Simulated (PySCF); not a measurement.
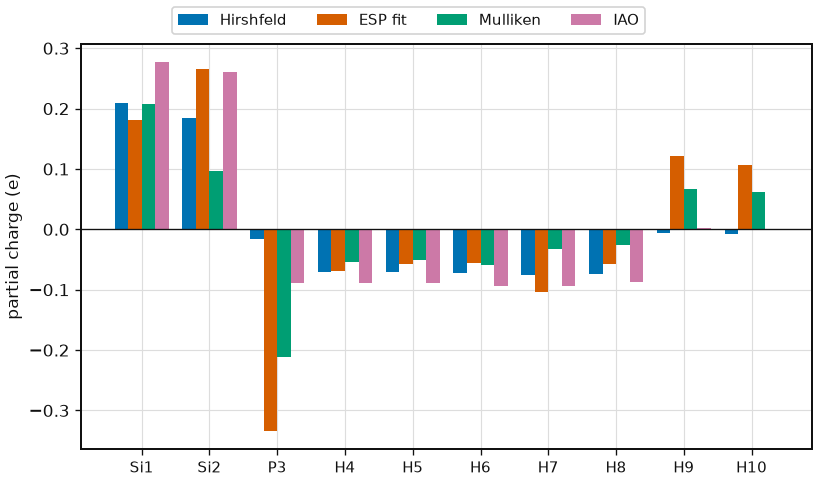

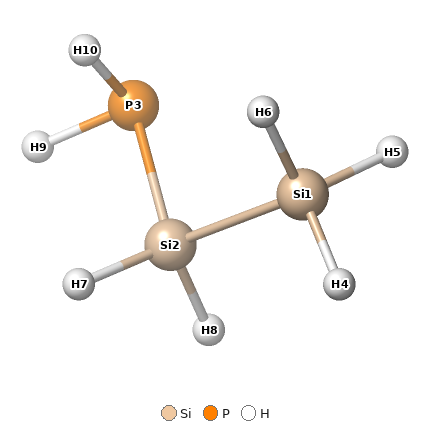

Atomic charges of Si₂PH₇, SMILES [SiH3][SiH2]P by 4 schemes, PBE0/pcSseg-1 with PySCF, at a PBE0-D3(BJ)/def2-SVP geometry (no frequency check).

**Which atom is the most negative in each scheme?**

Hirshfeld: H7 (−0.08 e), H8 (−0.07 e), H6 (−0.07 e), H5 (−0.07 e) and H4 (−0.07 e); ESP fit: P3 (−0.33 e); Mulliken: P3 (−0.21 e); IAO: H7 (−0.09 e), H6 (−0.09 e), P3 (−0.09 e), H5 (−0.09 e), H4 (−0.09 e) and H8 (−0.09 e).

**On which atom do the schemes disagree most?**

On P3: Hirshfeld −0.02, ESP fit −0.33, Mulliken −0.21, IAO −0.09 e.
